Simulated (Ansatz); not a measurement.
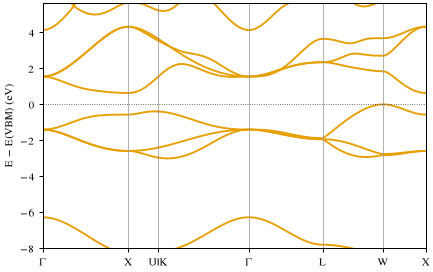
Figure: Band structure from PBE (plane waves, PAW; program Ansatz)

Task: Read off the gap and where the band edges lie.

Result: About 0.6 eV (0.63 eV by a search for the band edges); maximum at W, minimum at X.

The material is TePb (zinc blende, space group No. 216).

Space group F-43m (zinc blende). A made-up cell: these elements were put on the sites of a structure type; neither database checked (COD, Materials Project) lists it. It is not the phase usual at ambient conditions (space group No. 225). The cell was relaxed with PBE under the symmetry of its start; whether a distortion lowers the energy is not shown. Spin–orbit coupling is left out wherever it is not named.

Potentials: the later of the program's two PAW sets.
